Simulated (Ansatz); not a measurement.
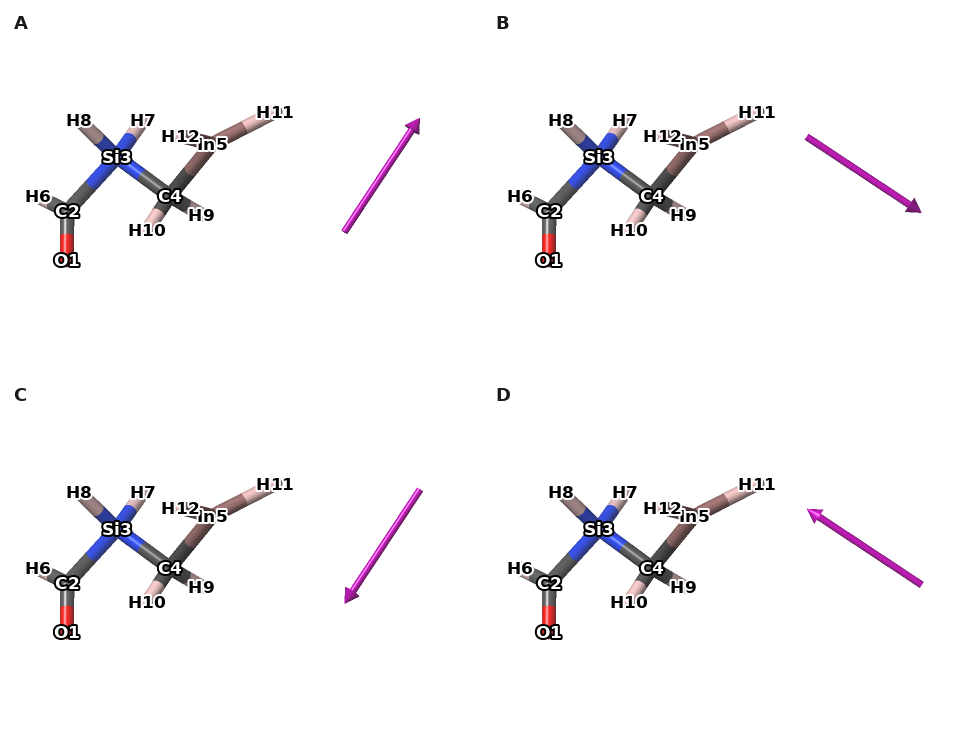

The same molecule four times, each with an arrow. The computed structure is the end point of a PBE-D4/def2-SVP optimisation. No frequency run is at hand to confirm it as a minimum. Properties computed with RKS PBE-D4/def2-SVP, core potentials on In (Ansatz 0.2.0).

**Which arrow points along the dipole moment, from the negative to the positive end?**

A. The dipole moment is 1.16 D; it points from the side of O1 to the side of H11 (the outermost atoms at the two ends).
